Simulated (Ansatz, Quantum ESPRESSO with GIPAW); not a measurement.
**127I and 63Cu NMR of CuI (Marshite), calculated**

Aim: the magnetic shielding of every site in CuI (Marshite).

Calculated with Quantum ESPRESSO with GIPAW 8.0dev (patched build); DFT, PBE, plane-wave PAW (pslibrary 1.0.0 recipes), scalar-relativistic, GIPAW; a patched development version of the program.

The database entry behind the starting cell differs from later determinations by our own check (about 0.15 % long (mineral sample)), so it need not match the best structure at ambient conditions.

## (1) Set-up

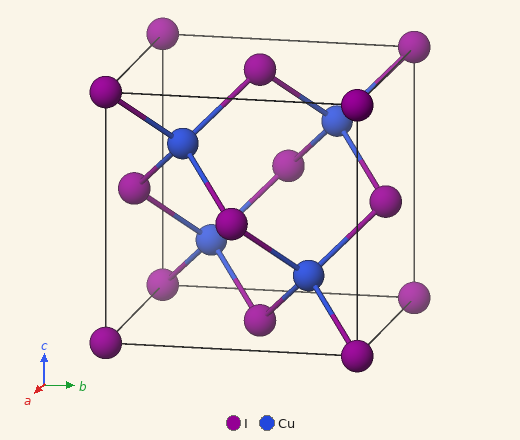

Start, viewed slightly off an axis; iodine purple, copper blue. This picture shows the conventional cell, with its axes. Bonds to atoms that aren't drawn are left out. Some periodic images of atoms are drawn too.

Structure file:

```cif
data_structure
_symmetry_space_group_name_H-M 'P 1'
_symmetry_Int_Tables_number 1
_cell_length_a 4.2872
_cell_length_b 4.2872
_cell_length_c 4.2872
_cell_angle_alpha 60.000
_cell_angle_beta 60.000
_cell_angle_gamma 60.000
_cell_volume 55.72
loop_
_atom_site_label
_atom_site_type_symbol
_atom_site_fract_x
_atom_site_fract_y
_atom_site_fract_z
_atom_site_occupancy
I1 I 0.00000 0.00000 0.00000 1
Cu2 Cu 0.75000 0.75000 0.75000 1
```

The cell is an entry of the Crystallography Open Database; it need not be the form that is stable at ambient conditions.

## (2) Ground state

First the ground state. The response equations take the occupied wavefunctions as exact, so conv_thr is set much tighter than for an energy. No empty states are asked for: the response is solved without them. The mesh has a spacing of 0.15 Å⁻¹ at most. The PAW files were made with ld1.x from the pslibrary 1.0.0 recipes, with GIPAW reconstruction switched on.

scf.in reads:

```
&control
  calculation = 'scf'
  prefix = 'x'
  outdir = './tmp/'
  pseudo_dir = './'
/
&system
  ibrav = 0
  nat = 2
  ntyp = 2
  ecutwfc = 55
  ecutrho = 330
  nbnd = 9
/
&electrons
  conv_thr = 1.0d-10
  mixing_beta = 0.7
  electron_maxstep = 100
/
ATOMIC_SPECIES
  I 126.904 I.pbe-n-kjpaw_psl.1.0.0-gipaw.UPF
  Cu 63.546 Cu.pbe-dn-kjpaw_psl.1.0.0-gipaw.UPF
CELL_PARAMETERS angstrom
  0.00000000 3.03150000 3.03150000
  3.03150000 0.00000000 3.03150000
  3.03150000 3.03150000 0.00000000
ATOMIC_POSITIONS crystal
  I 0.00000000 0.00000000 0.00000000
  Cu 0.75000000 0.75000000 0.75000000
K_POINTS automatic
  12 12 12 0 0 0
```

Started as:

```bash
$ mpirun -np 4 pw.x -nk 4 -in scf.in > scf.out
```

Log:

```text
[...]
as large as its charge; the limit is 4.5
     Functions over the limit replaced by smooth ones with the moment of the charge, as mend_augmentation asks: 1
     This moves results (see INPUT_PW). Waves and levels in the save fit builds from 8.0dev_s219 on
     using ibrav=0 with symmetry is DISCOURAGED, use correct ibrav instead

     bravais-lattice index     =            0
     lattice parameter (alat)  =       8.1016  a.u.
     unit-cell volume          =     376.0099 (a.u.)^3
     number of atoms/cell      =            2
     number of atomic types    =            2
     number of electrons       =        18.00
     number of Kohn-Sham states=            9
     kinetic-energy cutoff     =      55.0000  Ry
     charge density cutoff     =     330.0000  Ry
     scf convergence threshold =      1.0E-10
     mixing beta               =       0.7000
     number of iterations used =            8  plain     mixing
     Exchange-correlation= SLA-PW-PBX-PBC
                           (   1   4   3   4   0   0   0)
[...]
I                 7.00   126.90400     I ( 1.00)
     Cu               11.00    63.54600     Cu( 1.00)

     24 Sym. Ops. (no inversion) found
[...]
number of k points=    72
[...]
Dense  grid:    38157 G-vectors     FFT dimensions: (  48,  48,  48)

     Smooth grid:    20827 G-vectors     FFT dimensions: (  40,  40,  40)

     Initial potential from superposition of free atoms

     starting charge      17.9997, renormalised to      18.0000
     Starting wfcs are   13 randomized atomic wfcs

     Self-consistent Calculation

     iteration #  1     ecut=    55.00 Ry     beta= 0.70
     Davidson diagonalization with overlap
     ethr =  1.00E-02,  avg # of iterations =  1.0

     Threshold (ethr) on eigenvalues was too large:
     Diagonalizing with lowered threshold

     Davidson diagonalization with overlap
     ethr =  3.04E-04,  avg # of iterations =  3.2

     total energy              =    -591.99585513 Ry
     estimated scf accuracy    <       0.03653412 Ry

     iteration #  2     ecut=    55.00 Ry     beta= 0.70
     Davidson diagonalization with overlap
     ethr =  2.03E-04,  avg # of iterations =  4.8

     total energy              =    -591.98236252 Ry
     estimated scf accuracy    <       0.24006399 Ry

     iteration #  3     ecut=    55.00 Ry     beta= 0.70
[...]
total energy              =    -592.01807867 Ry
     estimated scf accuracy    <       0.00075342 Ry

[...]
total energy              =    -592.01928493 Ry
[...]
iteration # 12     ecut=    55.00 Ry     beta= 0.70
     Davidson diagonalization with overlap
     ethr =  8.79E-13,  avg # of iterations =  3.3

     total energy              =    -592.01928493 Ry
     estimated scf accuracy    <          1.3E-09 Ry

     iteration # 13     ecut=    55.00 Ry     beta= 0.70
     Davidson diagonalization with overlap
     ethr =  8.79E-13,  avg # of iterations =  3.3

     End of self-consistent calculation
     [one-electron energies left out]

!    total energy              =    -592.01928493 Ry
     total all-electron energy =    -17542.896413 Ry
     estimated scf accuracy    <          5.3E-11 Ry

     The total energy is the sum of the following terms:
     one-electron contribution =     -68.83029368 Ry
     hartree contribution      =      52.35645246 Ry
     xc contribution           =     -60.46512679 Ry
     ewald contribution        =     -78.80705429 Ry
     one-center paw contrib.   =    -436.27326264 Ry

     convergence has been achieved in  13 iterations
[...]
JOB DONE.
```

Elapsed: 16 s, on 4 MPI ranks of Arm Neoverse V2, shared host; peak memory 0.44 GiB; 63 s of CPU time.

It converged in 13 cycles to an estimated accuracy of 5e-11 Ry, on 72 irreducible k-points.

## (3) Magnetic response

The job finds the current that a weak uniform field induces (applied as a long wave, q_gipaw) and the field that this current makes at each nucleus. On atoms with p or d valence electrons much of the paramagnetic part arises close to the nucleus, where the PAW partial waves rebuild the true states. pawproj makes the reconstruction use the PAW data sets' own projectors.

nmr.in reads:

```
&inputgipaw
  job = 'nmr'
  prefix = 'x'
  tmp_dir = './tmp/'
  restart_mode = 'from_scratch'
  verbosity = 'low'
  q_gipaw = 0.01
  spline_ps = .true.
  conv_threshold = 1.0d-14
  use_nmr_macroscopic_shape = .false.
  pawproj(1) = .true.
  pawproj(2) = .true.
/
```

Started as:

```bash
$ mpirun -np 4 gipaw.x -in nmr.in > nmr.out
```

Log:

```text
[banner, memory and clock lines left out]
[a note of our patched build left out]

     Parallelizing q-star over 1 images

     IMPORTANT: XC functional enforced from input :
     Exchange-correlation= PBE
                           (   1   4   3   4   0   0   0)
     Any further DFT definition will be discarded
     Please, verify this is what you really want

     In I.pbe-n-kjpaw_psl.1.0.0-gipaw.UPF the largest augmentation function (projectors 1 and 4, L = 1) is 6.9 times
     as large as its charge; the limit is 4.5
     Functions over the limit replaced by smooth ones with the moment of the charge, as in the saved run: 1

[...]
alpha_pv=     28.1157 eV

     spline_ps is .false., expect some extrapolation errors

     q-space interpolation up to    66.00 Rydberg

     GIPAW job: nmr
     NMR macroscopic correction: no
[...]
Computing the magnetic susceptibility     isolve=0    ethr=  0.1000E-13
     Starting from scratch
     k-point #    1 of    72      pool #  1    cpu time:       0.7
[...]
End of magnetic susceptibility calculation

     f-sum rule (1st term):
           -12.6947          0.0000         -0.0000
             0.0000        -12.6947         -0.0000
            -0.0000         -0.0000        -12.6947

     f-sum rule (2nd term):
            -0.0176         -0.0000         -0.0000
            -0.0000         -0.0176         -0.0000
            -0.0000         -0.0000         -0.0176

     f-sum rule (should be   -12.7113):
           -12.7123          0.0000         -0.0000
             0.0000        -12.7123         -0.0000
            -0.0000         -0.0000        -12.7123

[... susceptibilities left out ...]
     Contributions to the NMR chemical shifts: -------------------------------

     Macroscopic shape contribution in ppm:                    0.00
             0.0000          0.0000          0.0000
             0.0000          0.0000          0.0000
             0.0000          0.0000          0.0000

     Core contribution in ppm:

     Atom  1  I   pos: (  0.000000  0.000000  0.000000)  core sigma:        5697.05
     Atom  2  Cu  pos: (  1.060660  1.060660  1.060660)  core sigma:        2188.73

     Bare contribution in ppm:

     Atom  1  I   pos: (  0.000000  0.000000  0.000000)  bare sigma:          43.61
[...]
Atom  2  Cu  pos: (  1.060660  1.060660  1.060660)  bare sigma:           3.33
[...]
Diamagnetic contribution in ppm:

     Atom  1  I   pos: (  0.000000  0.000000  0.000000)  dia sigma:          -1.72
[...]
Atom  2  Cu  pos: (  1.060660  1.060660  1.060660)  dia sigma:         188.75
[...]
Paramagnetic contribution in ppm:

     Atom  1  I   pos: (  0.000000  0.000000  0.000000)  para sigma:       -2182.88
[...]
Atom  2  Cu  pos: (  1.060660  1.060660  1.060660)  para sigma:         590.90
[...]
Paramagnetic US occ-occ contribution in ppm:

     Atom  1  I   pos: (  0.000000  0.000000  0.000000)  para_oo sigma:           4.11
[...]
Atom  2  Cu  pos: (  1.060660  1.060660  1.060660)  para_oo sigma:           0.59
[...]
Paramagnetic US L_R Q_R contribution in ppm:

     Atom  1  I   pos: (  0.000000  0.000000  0.000000)  para_lq sigma:         900.66
[...]
Atom  2  Cu  pos: (  1.060660  1.060660  1.060660)  para_lq sigma:       -2583.24
[...]
Total NMR chemical shifts in ppm: ---------------------------------------
     (adopting the Simpson convention for anisotropy and asymmetry)-----------

     Atom  1  I   pos: (  0.000000  0.000000  0.000000)  Total sigma:        4460.83
          4460.8349          0.0000         -0.0000
             0.0000       4460.8349          0.0000
            -0.0000          0.0000       4460.8349

     I       1    anisotropy:      0.00    eta:    0.0000
[...]
Atom  2  Cu  pos: (  1.060660  1.060660  1.060660)  Total sigma:         389.04
           389.0426          0.0000          0.0000
            -0.0000        389.0426          0.0000
             0.0000          0.0000        389.0426

     Cu      2    anisotropy:      0.00    eta:    0.0000
[...]
```

Run time: 3.3 min. Hardware: 4 MPI ranks; peak memory 0.3 GiB.

The f-sum rule is met to 0.0010 of 12.7 (0.008 %). Converged shieldings require that this miss be small, but a small miss does not prove them. This build smooths some augmentation functions of the files as it reads them, which, it says, moves results; by how much was not measured here.

From the symmetric part of each tensor, with principal values σ11 ≤ σ22 ≤ σ33: σ_iso is their mean, the span is σ33 − σ11 and the skew 3(σ_iso − σ22)/span. (gipaw.x prints an anisotropy in another convention.)

| site | atom no. | atoms in cell | σ_iso (ppm) | span (ppm) | skew |
| --- | --- | --- | --- | --- | --- |
| I | 1 | 1 | 4461 | 0 | - |
| Cu | 2 | 1 | 389 | 0 | - |

The macroscopic shape term is switched off. For a spherical sample the valence susceptibility of this run would add about 10 ppm to every site, a rough estimate, since the susceptibility converges slowly and lacks part of the PAW terms. Differences within the crystal don't depend on it, but shieldings of different compounds can't be compared to better than a few ppm without it.

I and Cu sit on cubic site symmetry, where the tensor must be isotropic.

How the isotropic values are made up (ppm). The core part is that of the free atom's core; bare is the current of the smooth valence states; the last two are what the PAW spheres add to the diamagnetic and the paramagnetic current:

| site | core | bare | reconstruction, dia | reconstruction, para |
| --- | --- | --- | --- | --- |
| I | 5697.1 | 43.6 | -1.7 | -1278.1 |
| Cu | 2188.7 | 3.3 | 188.7 | -1991.8 |

The quadrupolar nuclei (127I and 63Cu) sit on sites where the field gradient vanishes by symmetry, so they have no quadrupolar coupling.

## (4) From shieldings to shifts

Covalently bonded atoms count as neighbours within 1.18 times the sum of their radii. Otherwise a cation's neighbours lie within 1.2 times its shortest bond (1.3 for large cations, each anion's radius taken off where they differ), and an anion's are the cations that count it.

| site | atom no. | atoms in cell | surroundings | bonds (Å) | σ_iso (ppm) |
| --- | --- | --- | --- | --- | --- |
| I | 1 | 1 | bound to Cu4 | 2.625 | 4461 |
| Cu | 2 | 1 | CuI4 | 2.625 | 389 |

## (5) What the settings change

Each row names what was changed: another mesh tests the sampling of the zone; another functional shows how far the paramagnetic term hangs on the exchange-correlation form; another cutoff tests the basis.

Changes of σ_iso (ppm) against the run above (PBE, cutoffs 55 and 330 Ry, mesh 12×12×12, 14 min). Times are CPU times of pw.x and gipaw.x together, on 4 MPI ranks of Arm Neoverse V2, shared host; on a shared host they are rough.

| run | CPU time | f-sum miss | I | Cu |
| --- | --- | --- | --- | --- |
| mesh 16×16×16 | 29 min | 1.0e-4 | +20.2 | -3.5 |
| LDA | 14 min | 0.0017 | -177.0 | -13.2 |
| cutoffs 40 and 240 Ry (coarse on purpose) | 11 min | 0.0016 | -1.7 | -8.7 |
| mesh 8×8×8 (coarse on purpose) | 6 min | 0.014 | -197.2 | +25.1 |
| Wu-Cohen | 15 min | 0.0014 | -92.3 | -27.7 |
| cutoffs 70 and 420 Ry | 24 min | 1.0e-3 | +0.1 | -0.1 |

The largest move is -197.2 ppm, on I, from mesh 8×8×8.

## (6) What goes wrong with a poor setting

For contrast, the same job on a spoilt input.

scf.in, as its differences from that of step 2:

```diff
@@ -15,3 +15,3 @@
 &electrons
-  conv_thr = 1.0d-10
+  conv_thr = 1.0d-05
   mixing_beta = 0.7
```

Started as:

```bash
$ mpirun -np 4 pw.x -nk 4 -in scf.in > scf.out
```

This SCF reached its threshold; then the response:

nmr.in is that of step 3.

Started as:

```bash
$ mpirun -np 4 gipaw.x -in nmr.in > nmr.out
```

Log:

```text
[banner, memory and clock lines left out]
[a note of our patched build left out]

     Parallelizing q-star over 1 images

     IMPORTANT: XC functional enforced from input :
     Exchange-correlation= PBE
                           (   1   4   3   4   0   0   0)
     Any further DFT definition will be discarded
     Please, verify this is what you really want

     In I.pbe-n-kjpaw_psl.1.0.0-gipaw.UPF the largest augmentation function (projectors 1 and 4, L = 1) is 6.9 times
     as large as its charge; the limit is 4.5
     Functions over the limit replaced by smooth ones with the moment of the charge, as in the saved run: 1

[...]
alpha_pv=     28.1248 eV

     spline_ps is .false., expect some extrapolation errors

     q-space interpolation up to    66.00 Rydberg

     GIPAW job: nmr
     NMR macroscopic correction: no
[...]
Computing the magnetic susceptibility     isolve=0    ethr=  0.1000E-13
     Starting from scratch
     k-point #    1 of    72      pool #  1    cpu time:       0.7
[...]
Paramagnetic contribution in ppm:

     Atom  1  I   pos: (  0.000000  0.000000  0.000000)  para sigma:       -2183.33
[...]
Atom  2  Cu  pos: (  1.060660  1.060660  1.060660)  para sigma:         592.09
[...]
Paramagnetic US occ-occ contribution in ppm:

     Atom  1  I   pos: (  0.000000  0.000000  0.000000)  para_oo sigma:           4.13
[...]
Atom  2  Cu  pos: (  1.060660  1.060660  1.060660)  para_oo sigma:           0.59
[...]
Paramagnetic US L_R Q_R contribution in ppm:

     Atom  1  I   pos: (  0.000000  0.000000  0.000000)  para_lq sigma:         901.15
[...]
Atom  2  Cu  pos: (  1.060660  1.060660  1.060660)  para_lq sigma:       -2587.26
[...]
Total NMR chemical shifts in ppm: ---------------------------------------
     (adopting the Simpson convention for anisotropy and asymmetry)-----------

     Atom  1  I   pos: (  0.000000  0.000000  0.000000)  Total sigma:        4460.90
[...]
I       1    anisotropy:     -0.00    eta:    0.0000
[...]
Atom  2  Cu  pos: (  1.060660  1.060660  1.060660)  Total sigma:         386.09
[...]
Cu      2    anisotropy:      0.00    eta:    0.0000
[...]
```

It took 3.4 min on 4 MPI ranks; peak memory 0.3 GiB; 13 min of CPU time.

The run ends without an error, but the fault (a loose SCF threshold) moves σ_iso of Cu by -3.0 ppm (both without the shape term); the f-sum rule is missed by 0.0049 electrons. Its numbers are not to be used. Errors of the ground-state wavefunctions pass into the induced current.

## (7) Outcome

```yaml
127i_shielding_without_shape_term: 4461 ppm
63cu_shielding_without_shape_term: 389 ppm
```

127I has one site (bound to Cu4), with isotropic shielding 4461 ppm (shape term left out). A shift needs a reference, δ = σ_ref − σ, fixed on measured compounds; for 127I of this kind at this level too few were at hand, or they scattered too widely about a line, so none is given. Going to mesh 16×16×16 changes no isotropic shielding by more than 20.3 ppm, a first measure of the error left in that respect. Going to cutoffs 70 and 420 Ry changes no isotropic shielding by more than 0.1 ppm, so the main run is converged in that respect. The cheaper run with cutoffs 40 and 240 Ry takes about 80 % of the time and is off by 1.7 ppm on I, and by 8.8 ppm at most. The largest change with the functional is 177.0 ppm in absolute shielding; part of that drops out once each functional has its own reference line. Spin-orbit coupling is missing, which matters for I. The scalar-relativistic files are used with non-relativistic response operators, which weighs most on the heavy atoms' own shieldings. This build of gipaw.x prints that it is not audited and that its numbers are no references by themselves. It also reports spline_ps as false although the input sets it; why was not traced.

[Banner, clock, file and message-heading lines were taken out of the pw.x and gipaw.x logs.]

[Logs are printed without paths, hosts, clocks, repeated set-up lines and the standing remarks that a program may print on its own settings, such as how far it seeks lower states.]

[Hosts, paths, dates, database ids (printed as entryN), source tags and the programs' standing remarks are cut or masked in the printed files.]

[Where no reference line passes its bar on scatter, no shift is given, so a measured shift of this compound may stand uncompared.]
